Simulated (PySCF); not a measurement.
Consider C4H10SSi.

Input

```
{"job": {"kind": "nmr", "xc": "PBE0", "basis": "pcSseg-1"}, "charge": 0, "multiplicity": 1}
Si     2.297746    -0.546578    -0.468816
C      0.667686     0.112835    -1.204965
C     -0.245066     0.698081    -0.159069
C     -0.888963    -0.278241     0.829408
C     -2.313542     0.259320     0.707716
S     -1.906351     1.252305    -0.775965
H      2.019100    -1.635940     0.469185
H      3.128657    -1.037312    -1.566704
H      2.972454     0.543364     0.237775
H      0.139374    -0.682595    -1.734628
H      0.892176     0.882976    -1.946042
H      0.225743     1.547974     0.338895
H     -0.818857    -1.302744     0.463868
H     -0.473291    -0.239419     1.836413
H     -2.615932     0.913335     1.523503
H     -3.088534    -0.478417     0.515159
```

Command:

```sh
OMP_NUM_THREADS=1 python probes_run.py task.json out
```

Geometry: GFN2-xTB.

The calculation used PBE0/pcSseg-1, SCF density, gas phase, non-relativistic in PySCF.

> Predict the electron density and electron localisation function between the atoms.

C–C (1.51 Å): ρ is about 1.7 e/Å³ halfway; the ELF peaks at about 0.95 between the atoms, as expected for localised, covalent bonding.
C–H (1.09 Å): ρ at the midpoint is about 2 e/Å³; the ELF climbs to about 1 towards the hydrogen, as it does in any bond to H; a covalent bond by its length.

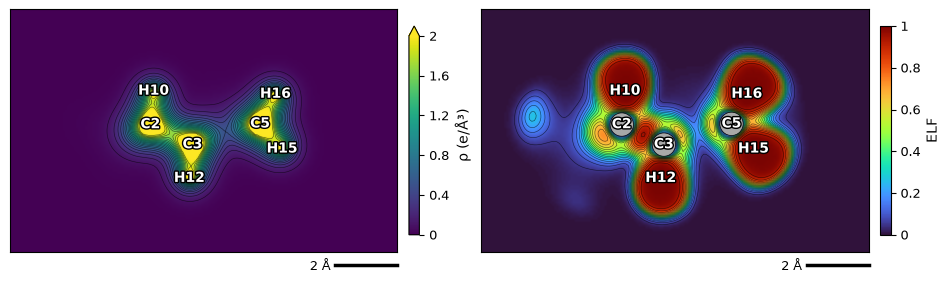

Computed electron density and electron localisation function on the plane of atoms C2, C3 and H12, in this order. Grey discs cover the atomic cores in the ELF map. 
